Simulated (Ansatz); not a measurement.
SiH2ClOF: geometry relaxation (part 1 of 2)

The run: geometry relaxation of SiH2ClOF. Method and program: RKS BLYP/cc-pVDZ (Ansatz 0.2.0).

It belongs to a series of runs on one base structure; here: end point B relaxed. Figures and captions count atoms from 1; the log counts them from 0 in places.

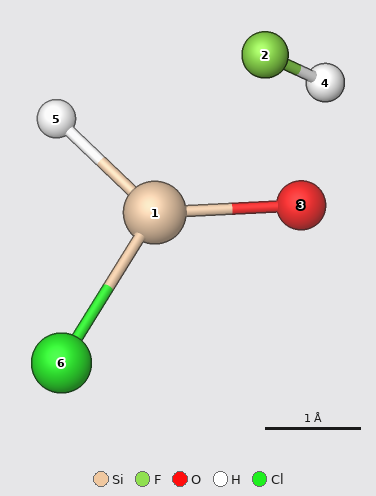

Fig. 1: The structure as given in the input (ball-and-stick view, seen at a tilt; atoms are numbered from 1 in the order of the input). Bond lengths as drawn: Cl–Si 2.08 Å, F–H 0.92 Å, H–Si 1.49 Å and O–Si 1.57 Å.

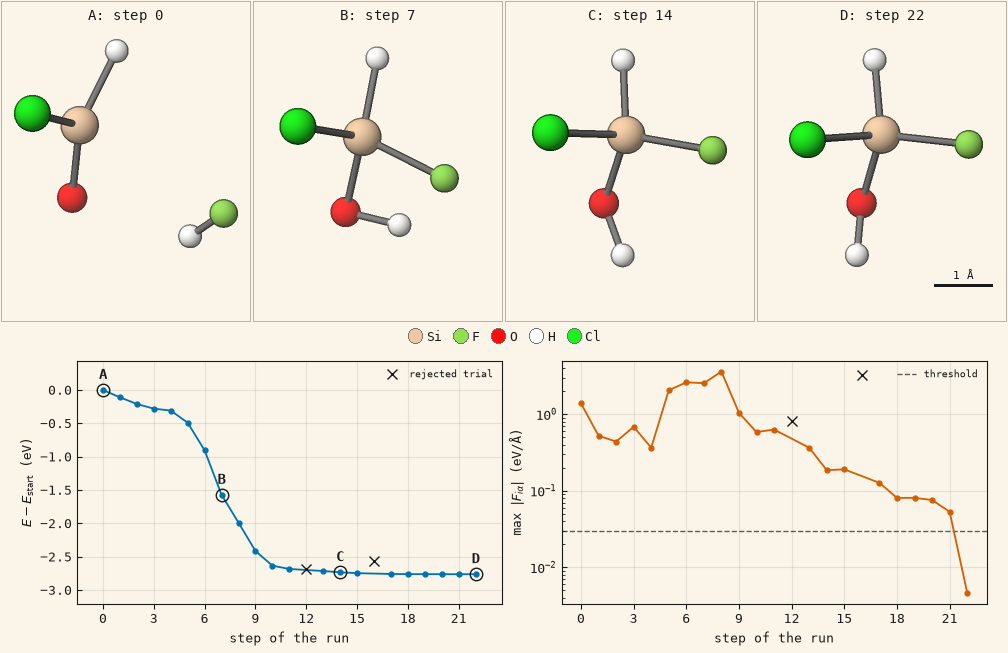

Fig. 2: Frames of the relaxation (ball-and-stick view, seen at an oblique angle) above the curves, on which the letters mark them (the first geometry is step 0 here and step 1 in the log).

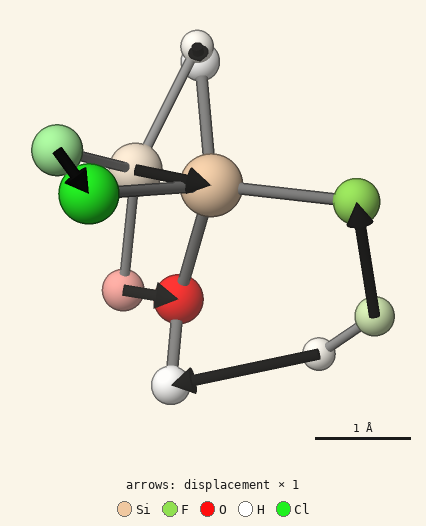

Fig. 3: Start (faint) and end (solid) with the displacements as black arrows, at true length (ball-and-stick view, seen at an oblique angle). The two geometries are laid on each other by the best rigid fit. Over 22 geometry steps the energy falls by 2.763 eV. The largest force component goes from 1.4 to 0.0047 eV/Å. The line search rejected the trial steps at points 12, 16 (counted from 0) and went back. The atom that moves furthest after the best rigid fit is H4 (1.63 Å). Largest moves by element: H 1.63 Å, F 1.30 Å, Si 0.83 Å, O 0.59 Å, Cl 0.57 Å. Among the contacts that change: F2–H4 0.923 → 3.069 Å, Si1–F2 2.971 → 1.654 Å, O3–H4 2.265 → 0.979 Å, Si1–O3 1.567 → 1.675 Å. New bonds form: O3–H4 (2.27 → 0.98 Å), Si1–F2 (2.97 → 1.65 Å). Bonds break: F2–H4 (0.92 → 3.07 Å). Among the angles that change: O3–Si1–H5 126.8° → 107.3°, O3–Si1–Cl6 125.4° → 111.7°, H5–Si1–Cl6 107.7° → 111.3°. (Atoms are counted from 1 in the order of the input.)

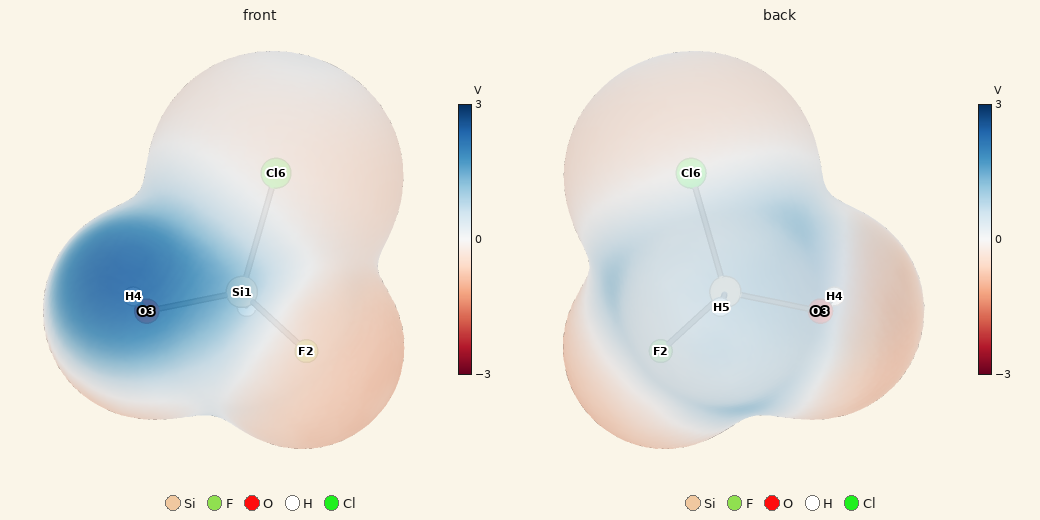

Fig. 4: The molecular electrostatic potential painted on the density surface at 0.001 e/bohr³, seen at a tilt and from behind; red is negative and blue positive. A positive charge is drawn to the negative regions and a negative charge to the positive ones.

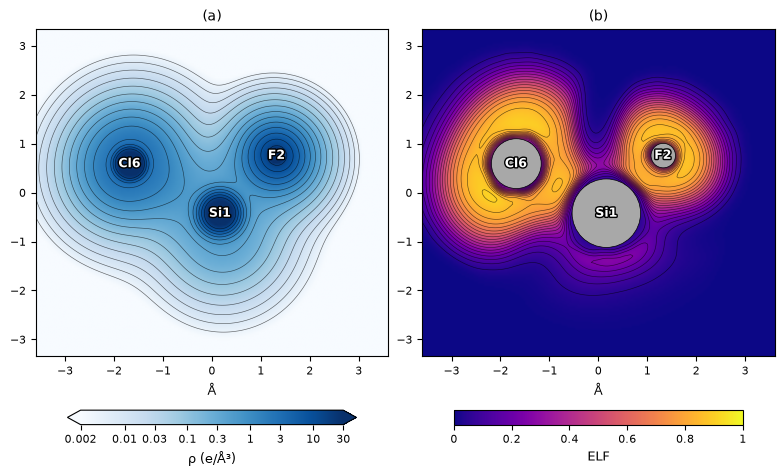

Fig. 5: (a) total electron density; (b) electron localisation function on the plane of atoms F2, Si1 and Cl6. Grey discs, where drawn, cover atomic cores. Atoms in the plane: Si, F and Cl. Si–F (1.65 Å): ρ is about 0.91 e/Å³ halfway; the ELF peaks at about 0.80 between the atoms.

These pictures come from the run below.

**Input file**
```yaml
crystal:
  periodic: [false, false, false]
  atoms:
    - { symbol: Si, position_ang: [-0.302275, -0.548091, 0.62526] }
    - { symbol: F, position_ang: [0.406552, 1.449641, -1.455961] }
    - { symbol: O, position_ang: [0.24302, -1.358559, -0.600379] }
    - { symbol: H, position_ang: [0.564745, 0.581025, -1.725672] }
    - { symbol: H, position_ang: [-1.704184, -0.077497, 0.834123] }
    - { symbol: Cl, position_ang: [0.792242, -0.046519, 2.322628] }
basis:
  gaussian: { orbitals: cc-pVDZ }
hamiltonian:
  xc: blyp
relax:
  f_tol: 0.03
  max_steps: 50
output:
  orbitals: {}
```

Command:
```bash
ansatz run input.yaml --threads 2 --pin off --max-ram 3072MiB --backend cpu --events-out ev --progress --plain --runs-dir out
```

**Log**
```
The last accepted step is kept in [file] (removed where the run ends without a failure and the disk answers)
Engine: ansatz 0.2.0, aarch64-unknown-linux-gnu
Functional definition: BLYP
  parameter beta = 0.0042
  parameter a = 0.04918
  parameter b = 0.132
  parameter c = 0.2533
  parameter d = 0.349
  exchange = b88_x(beta = beta)
  correlation = lyp_c(a = a, b = b, c = c, d = d)
889 factors; their error is unknown
mean field evaluation 1: about -25187.0940 eV, gradient 7.4e1 eV
mean field evaluation 2: about -25033.4022 eV, gradient 2.1e2 eV
mean field evaluation 4: about -25195.9810 eV, gradient 2.8e1 eV
mean field evaluation 8: about -25197.3167 eV, gradient 5.8e-1 eV
mean field evaluation 16: about -25197.2718 eV, gradient 5.7e-4 eV
mean field -25197.27184125 eV, -925.9826608416 hartree, gradient 8.2e-5 eV, S^2 0.000000; 0 other end points of the search recorded, 0 dependent functions left out
the calculation of the forces begins
reference -25197.27212540 eV, -925.9826712840 hartree; 25, 25 occupied and 49, 49 virtual orbitals, 889 factors
relax step   1: F+E_penalty+E_count = -25197.27184125 eV  Δ(F+E_penalty+E_count) = +0.000e0 eV  max|allowed force component| = 1.382e0 eV/Å  Δτ_max = 0.0000 Å  (27 SCF iters, accepted)
these checks for a lower state are left out or cut short: starts, cluster_reference, orbital_swaps, neighbouring_geometries, increment
889 factors; their error is unknown
mean field -25197.38217655 eV, -925.9867155893 hartree, gradient 2.6e-5 eV, S^2 0.000000; 0 other end points of the search recorded, 0 dependent functions left out
[... from here on the field's lines of each further geometry are left out, up to the last ...]
relax step   2: F+E_penalty+E_count = -25197.38217655 eV  Δ(F+E_penalty+E_count) = -1.103e-1 eV  max|allowed force component| = 5.238e-1 eV/Å  Δτ_max = 0.1959 Å  (29 SCF iters, accepted)
relax step   3: F+E_penalty+E_count = -25197.48179843 eV  Δ(F+E_penalty+E_count) = -9.962e-2 eV  max|allowed force component| = 4.389e-1 eV/Å  Δτ_max = 0.1949 Å  (33 SCF iters, accepted)
relax step   4: F+E_penalty+E_count = -25197.55174785 eV  Δ(F+E_penalty+E_count) = -6.995e-2 eV  max|allowed force component| = 6.844e-1 eV/Å  Δτ_max = 0.1935 Å  (34 SCF iters, accepted)
relax step   5: F+E_penalty+E_count = -25197.58076454 eV  Δ(F+E_penalty+E_count) = -2.902e-2 eV  max|allowed force component| = 3.657e-1 eV/Å  Δτ_max = 0.0680 Å  (29 SCF iters, accepted)
relax step   6: F+E_penalty+E_count = -25197.76320658 eV  Δ(F+E_penalty+E_count) = -1.824e-1 eV  max|allowed force component| = 2.053e0 eV/Å  Δτ_max = 0.1953 Å  (33 SCF iters, accepted)
relax step   7: F+E_penalty+E_count = -25198.17759182 eV  Δ(F+E_penalty+E_count) = -4.144e-1 eV  max|allowed force component| = 2.611e0 eV/Å  Δτ_max = 0.1076 Å  (34 SCF iters, accepted)
relax step   8: F+E_penalty+E_count = -25198.84546331 eV  Δ(F+E_penalty+E_count) = -6.679e-1 eV  max|allowed force component| = 2.539e0 eV/Å  Δτ_max = 0.1472 Å  (33 SCF iters, accepted)
relax step   9: F+E_penalty+E_count = -25199.26070407 eV  Δ(F+E_penalty+E_count) = -4.152e-1 eV  max|allowed force component| = 3.606e0 eV/Å  Δτ_max = 0.1917 Å  (33 SCF iters, accepted)
relax step  10: F+E_penalty+E_count = -25199.68617014 eV  Δ(F+E_penalty+E_count) = -4.255e-1 eV  max|allowed force component| = 1.039e0 eV/Å  Δτ_max = 0.1350 Å  (27 SCF iters, accepted)
relax step  11: F+E_penalty+E_count = -25199.90592593 eV  Δ(F+E_penalty+E_count) = -2.198e-1 eV  max|allowed force component| = 5.846e-1 eV/Å  Δτ_max = 0.2000 Å  (30 SCF iters, accepted)
relax step  12: F+E_penalty+E_count = -25199.95574236 eV  Δ(F+E_penalty+E_count) = -4.982e-2 eV  max|allowed force component| = 6.302e-1 eV/Å  Δτ_max = 0.1951 Å  (27 SCF iters, accepted)
relax step  13: F+E_penalty+E_count = -25199.95471975 eV  Δ(F+E_penalty+E_count) = +1.023e-3 eV  max|allowed force component| = 8.248e-1 eV/Å  Δτ_max = 0.1611 Å  (29 SCF iters, rejected (line search))
relax step  14: F+E_penalty+E_count = -25199.98632907 eV  Δ(F+E_penalty+E_count) = -3.059e-2 eV  max|allowed force component| = 3.649e-1 eV/Å  Δτ_max = 0.0779 Å  (29 SCF iters, accepted)
relax step  15: F+E_penalty+E_count = -25200.00527103 eV  Δ(F+E_penalty+E_count) = -1.894e-2 eV  max|allowed force component| = 1.859e-1 eV/Å  Δτ_max = 0.1000 Å  (28 SCF iters, accepted)
relax step  16: F+E_penalty+E_count = -25200.01846574 eV  Δ(F+E_penalty+E_count) = -1.319e-2 eV  max|allowed force component| = 1.903e-1 eV/Å  Δτ_max = 0.1084 Å  (28 SCF iters, accepted)
relax step  17: F+E_penalty+E_count = -25199.83849754 eV  Δ(F+E_penalty+E_count) = +1.800e-1 eV  max|allowed force component| = 3.255e0 eV/Å  Δτ_max = 0.1906 Å  (30 SCF iters, rejected (line search))
relax step  18: F+E_penalty+E_count = -25200.03056939 eV  Δ(F+E_penalty+E_count) = -1.210e-2 eV  max|allowed force component| = 1.269e-1 eV/Å  Δτ_max = 0.0953 Å  (28 SCF iters, accepted)
relax step  19: F+E_penalty+E_count = -25200.03295800 eV  Δ(F+E_penalty+E_count) = -2.389e-3 eV  max|allowed force component| = 8.066e-2 eV/Å  Δτ_max = 0.0400 Å  (26 SCF iters, accepted)
relax step  20: F+E_penalty+E_count = -25200.03327947 eV  Δ(F+E_penalty+E_count) = -3.215e-4 eV  max|allowed force component| = 8.083e-2 eV/Å  Δτ_max = 0.0459 Å  (25 SCF iters, accepted)
relax step  21: F+E_penalty+E_count = -25200.03433777 eV  Δ(F+E_penalty+E_count) = -1.058e-3 eV  max|allowed force component| = 7.571e-2 eV/Å  Δτ_max = 0.0237 Å  (26 SCF iters, accepted)
relax step  22: F+E_penalty+E_count = -25200.03446270 eV  Δ(F+E_penalty+E_count) = -1.249e-4 eV  max|allowed force component| = 5.315e-2 eV/Å  Δτ_max = 0.0155 Å  (25 SCF iters, accepted)
the calculation of the forces begins
reference -25200.03486799 eV, -926.0842002015 hartree; 25, 25 occupied and 49, 49 virtual orbitals, 889 factors
relax step  23: F+E_penalty+E_count = -25200.03458762 eV  Δ(F+E_penalty+E_count) = -1.249e-4 eV  max|allowed force component| = 4.665e-3 eV/Å  Δτ_max = 0.0033 Å  (23 SCF iters, accepted)
889 factors; their error is unknown
mean field -25200.03458762 eV, -926.0841898981 hartree, gradient 1.9e-5 eV, S^2 0.000000; 1 other end points of the search recorded, 0 dependent functions left out
the calculation of the forces begins
reference -25200.03486799 eV, -926.0842002015 hartree; 25, 25 occupied and 49, 49 virtual orbitals, 889 factors
Total energy: -25200.03486799 eV, -926.0842002015 hartree
Atom 0 at    -0.287819     0.177641     0.205871 Å, force     0.003963    -0.001358     0.000025 eV/Å
Atom 1 at    -0.143926     1.744025    -0.306200 Å, force    -0.001205    -0.002234    -0.000274 eV/Å
Atom 2 at     0.069914    -0.896210    -1.028501 Å, force     0.001984     0.002704     0.000203 eV/Å
Atom 3 at     1.005309    -0.916982    -1.315583 Å, force    -0.004665     0.000623     0.002775 eV/Å
Atom 4 at    -1.685752    -0.084961     0.626082 Å, force     0.001293     0.000287    -0.001322 eV/Å
Atom 5 at     1.042374    -0.023512     1.818330 Å, force    -0.001370    -0.000021    -0.001406 eV/Å
Dipole moment:     0.074986    -0.183960    -0.143929 e Å
```
